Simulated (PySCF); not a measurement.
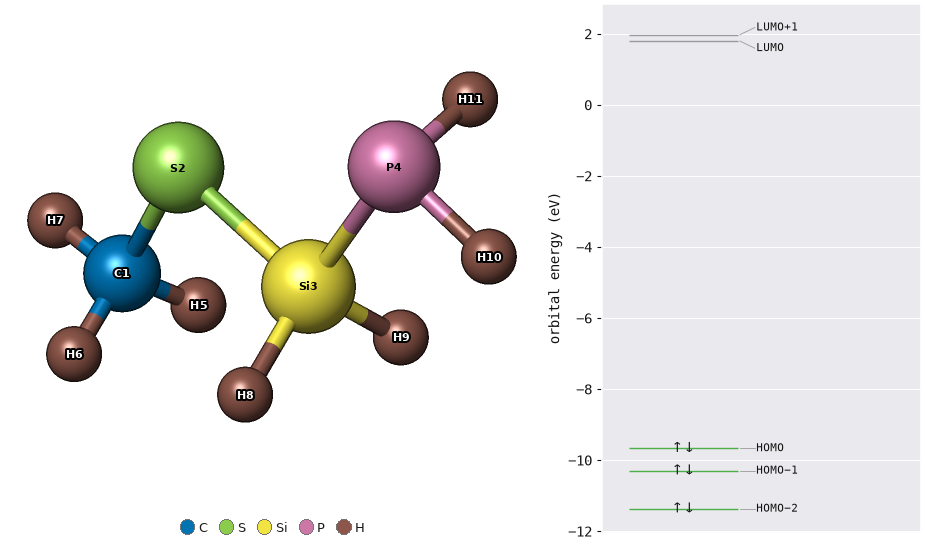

CH₇PSSi, SMILES CS[SiH2]P. Kohn-Sham orbital energies near the frontier, LC-wPBE/def2-SVPD, PySCF, at a PBE0-D3(BJ)/def2-SVP geometry (no frequency check), isolated molecule; empty levels in grey, levels within 0.03 eV side by side.

Q: Where do the frontier orbitals lie?

A: HOMO at −9.67 eV, LUMO at 1.80 eV, 11.46 eV apart.

Q: How far below the HOMO does the next level lie?

A: 0.63 eV.

Known limits of this run: one conformer of a flexible molecule; empty levels above zero depend strongly on the basis.
